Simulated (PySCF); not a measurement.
**Frequency calculation of ReO$_{2}$ (charge −1)**

The run: frequency calculation of ReO$_{2}$, charge −1. Method and program: UKS-based PBE0, Re def2-SVPD with ECP60, O def2-SVPD; non-relativistic Hamiltonian with a scalar-relativistic core potential; density fitting (PySCF 2.14.0).

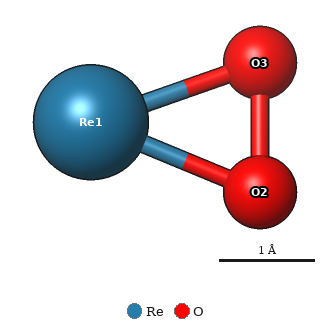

*The structure (ball-and-stick view, seen at a tilt; atoms are numbered from 1 in the order of the input). Sticks mark near contacts.*

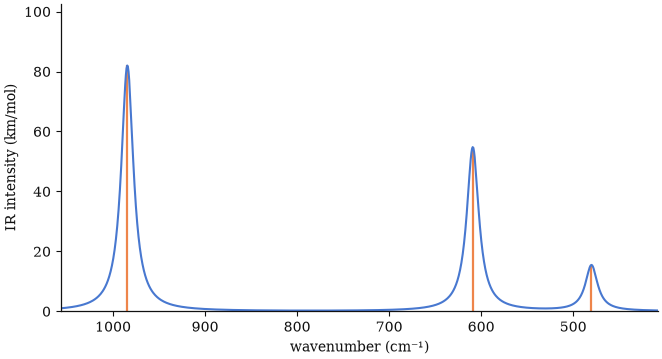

*Harmonic infrared spectrum, unscaled: sticks (degenerate modes added up, dark ones marked on the axis) with a Lorentzian envelope of 16 cm⁻¹ full width, scaled to the tallest stick.*

3 modes from 480 to 985 cm⁻¹, none imaginary. The strongest line is at 985 cm⁻¹ (82 km/mol). All modes, in cm⁻¹ (km/mol): 480 (15.3), 609 (55), 985 (82).

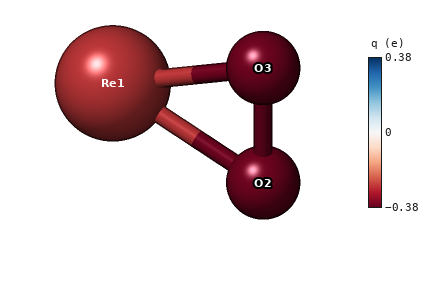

*Mulliken charges, as the colour of each atom (ball-and-stick view, seen at an oblique angle; atoms are numbered from 1 in the order of the input).*

By element: Re −0.27 and O −0.37 to −0.36 e.

These pictures come from the run below.

Input file
```python
from pyscf import gto, scf, dft
mol = gto.M(atom='''
Re    -0.000001    -0.000000    -0.261724
O      0.708808     0.000000     1.529572
O     -0.708793    -0.000000     1.529578''',
    basis={'Re': 'def2-SVPD', 'O': 'def2-SVPD'},
    ecp={'Re': 'def2-SVPD'},
    charge=-1, spin=0)
mf = dft.UKS(mol, xc='PBE0')
mf.grids.atom_grid = (75, 302)
aux = {'Re': 'def2-universal-JKFIT', 'O': 'def2-universal-JKFIT'}
mf = mf.density_fit(auxbasis=aux)
mf.conv_tol = 1e-09
mf.diis_space = 10
mf.max_cycle = 60
mf.verbose = 4
mf.kernel()
```

The script is an equivalent of the set-up of the self-consistent field. The run itself was carried out by a driver, which started from the orbitals of the step before it where there was one and computed the further properties.

Run as:
```bash
OMP_NUM_THREADS=2 python axn.py task.json out
```

The program's output
```
init E= -228.285209574036
  alpha nocc = 16  HOMO = 0.00582939512013904  LUMO = 0.105043463635226
  beta  nocc = 16  HOMO = 0.00582826204872991  LUMO = 0.105043463635226
  HOMO = 0.00582939512014  LUMO = 0.105043463635  gap/eV = 2.69975
cycle= 1 E= -228.285209574057  delta_E= -2.11e-11  |g|= 6.53e-06  |ddm|= 1.93e-05
  alpha nocc = 16  HOMO = 0.00583176014843953  LUMO = 0.105044973493687
  beta  nocc = 16  HOMO = 0.0058306660588578  LUMO = 0.105044973493687
  HOMO = 0.00583176014844  LUMO = 0.105044973494  gap/eV = 2.69973
Extra cycle  E= -228.285209573964  delta_E= 9.28e-11  |g|= 1.79e-05  |ddm|= 3.2e-05
converged SCF energy = -228.285209573964  <S^2> = 0.9717762  2S+1 = 2.2106797
```

Key numbers

- outcome: converged
- total energy: −228.285210 hartree
- ⟨S²⟩: 0.972
- HOMO: 0.16 eV
- LUMO: 2.86 eV
- zero-point energy: 0.004724 hartree
- wavenumbers, lowest and highest: 480 and 985 cm⁻¹
- hardware: 2 threads of Arm Neoverse V1, 24 GiB of memory available, shared host
- wall time: 54 s (CPU time 100 s)
- peak memory: 0.89 GiB

Notes

Checks after the run noted: the SCF density has lower symmetry than the nuclear frame; spin contamination. ⟨S²⟩ is 0.97 against 0.00 for a pure state: the solution is spin-contaminated. The highest filled orbital lies above zero: either the extra electron isn't bound at this level, or the self-interaction error of the functional lifts the level.
